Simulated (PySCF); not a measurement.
**Two runs on C$_{4}$H$_{12}$AlN**

System: C$_{4}$H$_{12}$AlN.
Method of run A: GIAO KT3/pcSseg-1 NMR shielding, non-relativistic, gas phase (PySCF 2.14.0).

The geometry comes from this level: PBE0-D3(BJ)/def2-SVP. Text and figures count atoms from 1; the logs count them from 0 in places.

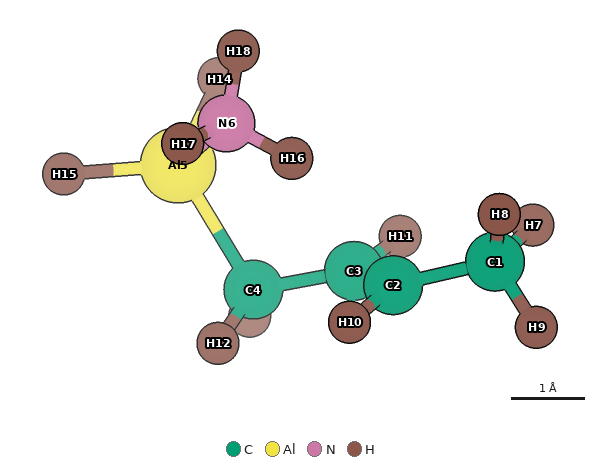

Fig. 1: The structure as given in the input (ball-and-stick view, seen at a tilt; atoms are numbered from 1 in the order of the input). Sticks mark near contacts. Bond lengths as drawn: Al–C 2.02 Å, Al–H 1.61 Å, Al–N 2.05 Å, C–C 1.35 to 1.50 Å, C–H 1.10 Å and H–N 1.02 to 1.03 Å.

### The input, run A
```
{"job": {"kind": "nmr", "xc": "KT3", "basis": "pcSseg-1", "pop": false}, "charge": 0, "multiplicity": 1}
C      2.049766     0.512804    -1.058367
C      0.984017     0.328012    -0.024099
C      0.680002    -0.843009     0.573533
C     -0.386512    -1.092873     1.562913
Al    -2.002771    -1.835565     0.608576
N     -2.017668    -0.476357    -0.928856
H      2.505145    -0.449230    -1.339041
H      1.663993     0.982342    -1.980083
H      2.857273     1.170813    -0.693268
H      0.472503     1.238808     0.322760
H      1.236602    -1.730129     0.234752
H     -0.683285    -0.170561     2.091841
H     -0.069638    -1.830938     2.318348
H     -1.756515    -3.201143    -0.203506
H     -3.429987    -1.595418     1.304902
H     -1.040603    -0.143117    -0.985739
H     -2.621343     0.330385    -0.770207
H     -2.268347    -0.882694    -1.829884
```

The first line tells a small driver script what to run in PySCF; the rest is the geometry in Å.

Hardware: 1 CPU thread, shared host.

### Output (run A)
```
coarse grid: 14472 points
cycle   1  E = -462.1326183558  dE =  1.263e-01  |g| = 6.281e-01  |ddm| = 3.605e+00
cycle   2  E = -462.0068254065  dE =  1.258e-01  |g| = 9.183e-01  |ddm| = 1.688e+00
cycle   3  E = -462.2443535960  dE = -2.375e-01  |g| = 1.170e-01  |ddm| = 1.154e+00
cycle   4  E = -462.2474011963  dE = -3.048e-03  |g| = 7.055e-02  |ddm| = 1.974e-01
cycle   5  E = -462.2487108467  dE = -1.310e-03  |g| = 1.648e-02  |ddm| = 8.214e-02
cycle   6  E = -462.2487904031  dE = -7.956e-05  |g| = 5.797e-03  |ddm| = 2.571e-02
cycle   7  E = -462.2487992273  dE = -8.824e-06  |g| = 8.975e-04  |ddm| = 6.058e-03
final grid: 132184 points
cycle   8  E = -462.2518467232  dE = -2.076e-04  |g| = 1.100e-02  |ddm| = 4.703e-02
cycle   9  E = -462.2518420113  dE =  4.712e-06  |g| = 9.236e-03  |ddm| = 1.499e-02
cycle  10  E = -462.2518570324  dE = -1.502e-05  |g| = 3.030e-03  |ddm| = 1.206e-02
cycle  11  E = -462.2518596224  dE = -2.590e-06  |g| = 3.320e-04  |ddm| = 3.644e-03
cycle  12  E = -462.2518596393  dE = -1.688e-08  |g| = 2.209e-04  |ddm| = 5.258e-04
cycle  13  E = -462.2518596516  dE = -1.236e-08  |g| = 7.051e-05  |ddm| = 2.766e-04
cycle  14  E = -462.2518596531  dE = -1.423e-09  |g| = 1.302e-05  |ddm| = 8.350e-05
cycle  15  E = -462.2518596531  dE = -4.457e-11  |g| = 3.281e-06  |ddm| = 1.657e-05
converged SCF energy = -462.2518596531

GIAO shielding tensors (ppm)
atom      isotropic    diamagn.    paramagn.     s11        s22        s33       span
  0 C      160.574     246.251     -85.677    148.384    149.702    183.635     35.251
  1 C       74.294     258.171    -183.876    -15.760     96.220    142.423    158.183
  2 C       44.582     257.323    -212.741    -55.419     50.334    138.830    194.249
  3 C      161.448     251.090     -89.642    140.708    156.974    186.662     45.953
  4 Al     446.792     796.513    -349.721    425.412    443.054    471.909     46.498
  5 N      239.765     316.362     -76.597    215.878    245.517    257.902     42.024
  6 H       29.681      29.923      -0.242     26.671     28.797     33.575      6.904
  7 H       29.565      29.732      -0.167     25.323     28.274     35.098      9.774
  8 H       29.284      27.717       1.567     25.254     27.007     35.590     10.337
  9 H       26.621      35.469      -8.848     24.240     25.617     30.007      5.767
 10 H       25.432      33.746      -8.314     22.855     25.448     27.994      5.139
 11 H       30.101      32.026      -1.925     26.627     28.661     35.014      8.387
 12 H       29.872      29.185       0.687     26.001     27.874     35.740      9.739
 13 H       27.752      29.100      -1.348     24.941     25.804     32.510      7.569
 14 H       27.528      28.348      -0.820     24.743     25.618     32.224      7.480
 15 H       27.193      33.036      -5.843     18.852     21.551     41.176     22.323
 16 H       30.380      30.936      -0.555     25.052     25.219     40.870     15.818
 17 H       30.077      29.681       0.396     24.415     25.118     40.699     16.285
```

The input of run B differs as follows (lines with − go, lines with + come):
```diff
-"xc": "KT3"
+"xc": "PBE0"
-"pop": false
```

How does run B compare with run A?

The total energies belong to different methods, so their difference says nothing on which is more stable or more accurate. The HOMO goes from −5.11 to −6.12 eV. The LUMO goes from −0.80 to 0.19 eV. The dipole moment goes from 4.22 to 4.40 D. Of all shieldings, the largest change is that of Al5, by −14.3 ppm. The functional changes from KT3 to PBE0. Exact exchange removes part of the self-interaction error of semilocal functionals, which pushes filled and empty levels apart. The SCF takes 14 iterations against 15.

### Output (run B)
```
coarse grid: 14472 points
cycle   1  E = -456.3302981639  dE =  1.997e-01  |g| = 4.657e-01  |ddm| = 3.538e+00
cycle   2  E = -456.3259214289  dE =  4.377e-03  |g| = 5.000e-01  |ddm| = 9.206e-01
cycle   3  E = -456.3914939135  dE = -6.557e-02  |g| = 6.081e-02  |ddm| = 5.168e-01
cycle   4  E = -456.3921790036  dE = -6.851e-04  |g| = 3.686e-02  |ddm| = 8.256e-02
cycle   5  E = -456.3925119909  dE = -3.330e-04  |g| = 7.574e-03  |ddm| = 3.636e-02
cycle   6  E = -456.3925275707  dE = -1.558e-05  |g| = 1.931e-03  |ddm| = 9.954e-03
cycle   7  E = -456.3925284233  dE = -8.527e-07  |g| = 3.766e-04  |ddm| = 1.722e-03
final grid: 132184 points
cycle   8  E = -456.4234900972  dE = -2.918e-05  |g| = 8.252e-03  |ddm| = 2.659e-02
cycle   9  E = -456.4234837578  dE =  6.339e-06  |g| = 9.813e-03  |ddm| = 1.484e-02
cycle  10  E = -456.4235071107  dE = -2.335e-05  |g| = 5.142e-04  |ddm| = 7.994e-03
cycle  11  E = -456.4235071565  dE = -4.580e-08  |g| = 2.349e-04  |ddm| = 5.469e-04
cycle  12  E = -456.4235071686  dE = -1.210e-08  |g| = 7.829e-05  |ddm| = 2.483e-04
cycle  13  E = -456.4235071700  dE = -1.392e-09  |g| = 2.665e-05  |ddm| = 9.010e-05
cycle  14  E = -456.4235071702  dE = -1.694e-10  |g| = 3.301e-06  |ddm| = 2.405e-05
converged SCF energy = -456.4235071702

GIAO shielding tensors (ppm)
atom      isotropic    diamagn.    paramagn.     s11        s22        s33       span
  0 C      163.457     246.124     -82.667    151.940    152.652    185.779     33.838
  1 C       66.844     258.719    -191.875    -36.356     90.740    146.149    182.505
  2 C       32.898     258.055    -225.158    -82.064     38.059    142.698    224.763
  3 C      164.050     250.915     -86.865    142.437    159.933    189.781     47.345
  4 Al     432.475     793.878    -361.403    408.950    433.853    454.623     45.673
  5 N      243.510     317.966     -74.456    218.890    249.972    261.666     42.776
  6 H       29.578      29.591      -0.013     26.249     28.707     33.778      7.529
  7 H       29.583      29.440       0.143     25.238     28.164     35.347     10.109
  8 H       29.248      27.776       1.472     25.048     26.835     35.862     10.814
  9 H       26.436      34.820      -8.384     23.928     25.279     30.101      6.173
 10 H       25.117      33.316      -8.200     22.245     25.071     28.033      5.788
 11 H       30.050      31.530      -1.480     26.444     28.524     35.180      8.736
 12 H       29.891      29.256       0.635     25.872     27.685     36.116     10.244
 13 H       27.519      28.744      -1.224     24.681     25.515     32.361      7.680
 14 H       27.313      28.054      -0.740     24.456     25.332     32.151      7.695
 15 H       27.104      32.733      -5.629     18.360     21.279     41.674     23.314
 16 H       30.238      30.665      -0.428     24.710     24.786     41.218     16.508
 17 H       29.967      29.454       0.512     24.070     24.699     41.131     17.062
```

### The two runs side by side

```csv
quantity,run A,run B
outcome,converged,converged
total energy (hartree),−462.251860,−456.423507
HOMO (eV),−5.11,−6.12
LUMO (eV),−0.80,0.19
dipole moment (D),4.22,4.40
shielding of C1 (ppm),160.6,163.5
shielding of C2 (ppm),74.3,66.8
shielding of C3 (ppm),44.6,32.9
shielding of C4 (ppm),161.4,164.1
shielding of Al5 (ppm),446.8,432.5
shielding of N6 (ppm),239.8,243.5
shielding of H11 (ppm),25.4,25.1
SCF iterations,15,14
basis functions,169,169
wall time (shared host),31 s,22 s
```
